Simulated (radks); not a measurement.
The B³⁺ ion in the configuration 1s2. Computed with the in-house radial solver radks: non-relativistic Kohn-Sham, LDA (Slater exchange, Perdew-Wang correlation), spin-polarised, spherical densities, point nucleus.

Wanted: the number of electrons inside radius r (solid) and the radial density 4πr²ρ (dashed).

The count levels off at 2 electrons. Half of them lie within 0.290 bohr, 90 % within 0.590 bohr and 99 % within 0.945 bohr. The radial density has a single maximum, so no shell boundary shows.

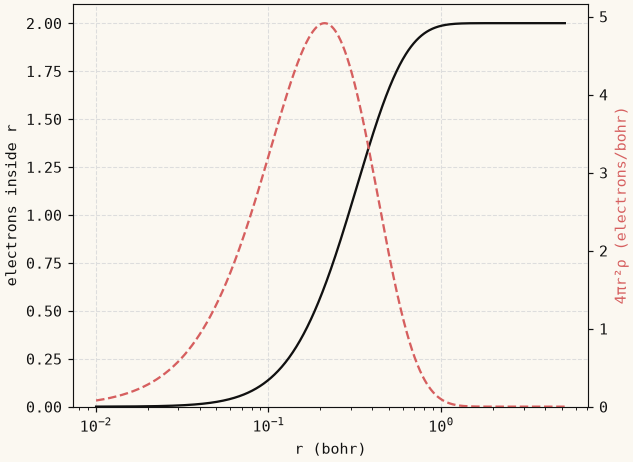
